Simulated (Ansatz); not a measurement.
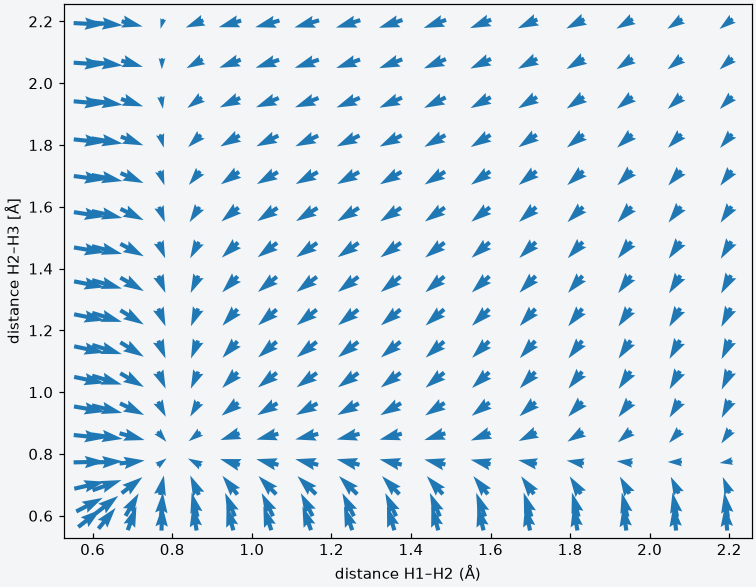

The system H⁺ + H₂. Coordinates scanned: (1) distance H1–H2; (2) distance H2–H3. Nothing is relaxed (the angle H1–H2–H3 is fixed at 120 degrees). The scan uses a 17 × 17 grid; 153 points were computed and 136 follow by symmetry. Points are written as (first, second). The restricted reference is unstable at some or all points, so the energies there are unreliable. All numbers below come from Ansatz 0.2.0, RHF-MP2, frozen core/aug-cc-pVTZ.

In the figure: arrows along the force (downhill), their lengths compressed.

### The arrows alone are given. Where is the energy lowest?

The arrows converge at about (0.801 Å, 0.801 Å) (read from the interpolated surface).

The energy map of the same scan:

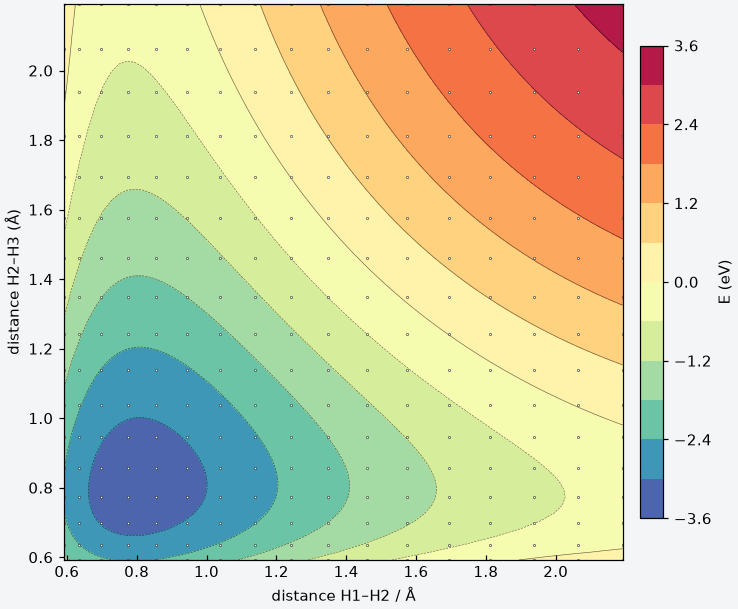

Energies are in eV, from H with charge +1 far from the relaxed HH (each part in its own basis); between grid points the surface is interpolated.
